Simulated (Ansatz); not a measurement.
**HF/STO-3G run of SiH2O2 (SMILES O[Si]O)**

What is the energy change on altering one bond length of SiH2O2 at HF/STO-3G? 

The calculation is run with Ansatz 0.2.0.

47 further runs of the same task are left out: 1 that didn't finish, 46 set aside as unsound or not needed.

### Step 1. The molecule

SiH2O2: 5 atoms, total charge 0, spin state singlet. As SMILES, `O[Si]O`. The shape is that of a PBE0-D4/def2-TZVP optimisation. This is one conformer, not always the lowest.

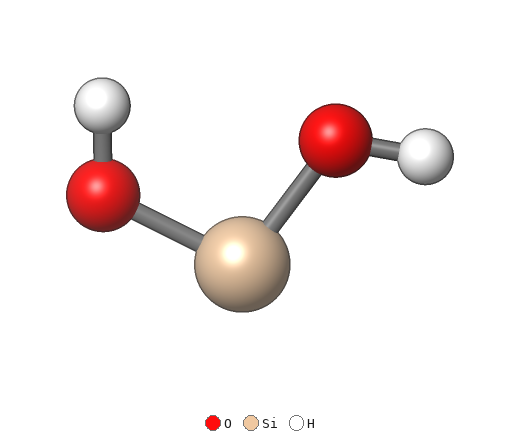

Viewed from a chosen angle; oxygen red, silicon light orange, hydrogen white.

### Step 2. The energy at HF/STO-3G

job.yaml reads:

```yaml
basis:
  gaussian:
    orbitals: STO-3G
crystal:
  periodic: [false, false, false]
  atoms:
    - symbol: O
      position_ang: [-1.443200, -0.105600, -0.275000]
    - symbol: Si
      position_ang: [-0.212000, -0.791300, 0.567700]
    - symbol: O
      position_ang: [1.036000, 0.187500, 0.068600]
    - symbol: H
      position_ang: [-1.231900, 0.648900, -0.836100]
    - symbol: H
      position_ang: [1.901100, -0.013100, 0.433400]
hamiltonian:
  xc: hf
accuracy: high
```

On the command line:

```
$ ansatz run job.yaml --threads 1 --pin off --max-ram 2610MiB --events-out events.jsonl --progress --plain --runs-dir runs
```

What it wrote:

```text
Warning: RAYON_NUM_THREADS=1 ignored (pool sized by the plan → 1); use --threads N
Functional definition: HF
  name "HF"
  exchange = exact_x
  correlation = 0
386 factors; integrals over basis functions are off by at most 3.1e-8 eV
mean field evaluation 1: about -11819.5754 eV, gradient 2.6e1 eV
mean field evaluation 2: about -11819.6506 eV, gradient 2.6e1 eV
mean field evaluation 4: about -11821.9695 eV, gradient 1.2e0 eV
mean field evaluation 8: about -11821.9758 eV, gradient 1.9e-2 eV
mean field -11821.97581161 eV, -434.4495978537 hartree, gradient 9.7e-9 eV, S^2 0.000000; 0 other end points of the search recorded, 0 dependent functions left out
reference -11821.97581161 eV, -434.4495978537 hartree; 16, 16 occupied and 5, 5 virtual orbitals, 386 factors
Total energy: -11821.97581161 eV, -434.4495978537 hartree
```

Run time: 0.12 s. Hardware: 1 thread of Arm Neoverse V2, shared host.

### Step 3. The distorted shape, same level

input.yaml reads:

```yaml
crystal:
  periodic: [false, false, false]
  atoms:
    - {symbol: O, position_ang: [-1.755195, -0.350296, -0.150227]}
    - {symbol: Si, position_ang: [-0.523995, -1.035996, 0.692473]}
    - {symbol: O, position_ang: [1.036000, 0.187500, 0.068600]}
    - {symbol: H, position_ang: [-1.543895, 0.404204, -0.711327]}
    - {symbol: H, position_ang: [1.901100, -0.013100, 0.433400]}
basis:
  gaussian:
    orbitals: STO-3G
hamiltonian:
  xc: hf
accuracy: high
```

On the command line:

```
$ ansatz run input.yaml --threads 1 --pin off --max-ram 2610MiB --events-out events.jsonl --progress --plain --runs-dir runs
```

What it wrote:

```text
Warning: RAYON_NUM_THREADS=1 ignored (pool sized by the plan → 1); use --threads N
[... 4 set-up lines as earlier in the session ...]
381 factors; integrals over basis functions are off by at most 3.2e-8 eV
mean field evaluation 1: about -11815.7592 eV, gradient 3.1e1 eV
mean field evaluation 2: about -11815.8378 eV, gradient 3.1e1 eV
mean field evaluation 4: about -11819.9557 eV, gradient 2.2e0 eV
mean field evaluation 8: about -11819.9964 eV, gradient 8.0e-2 eV
mean field -11819.99640817 eV, -434.3768561189 hartree, gradient 8.8e-9 eV, S^2 0.000000; 0 other end points of the search recorded, 0 dependent functions left out
reference -11819.99640817 eV, -434.3768561189 hartree; 16, 16 occupied and 5, 5 virtual orbitals, 381 factors
Total energy: -11819.99640817 eV, -434.3768561189 hartree
```

Run time: 0.12 s. Hardware: 1 thread of Arm Neoverse V2, shared host.

### Step 4. Summary of results

Level: HF/STO-3G.

| quantity | value |
| --- | --- |
| first shape: total energy | -434.44960 Eh |
| distorted shape: total energy | -434.37686 Eh |
| energy change with the Si2–O3 bond stretched from 1.663 to 2.078 Å | 1.979 eV |

**Reading.** With the Si2–O3 bond stretched from 1.663 to 2.078 Å the energy rises by 1.98 eV (46 kcal/mol). The first shape isn't relaxed at this level, so the change isn't measured from a minimum. The minimal basis adds a large error of its own.
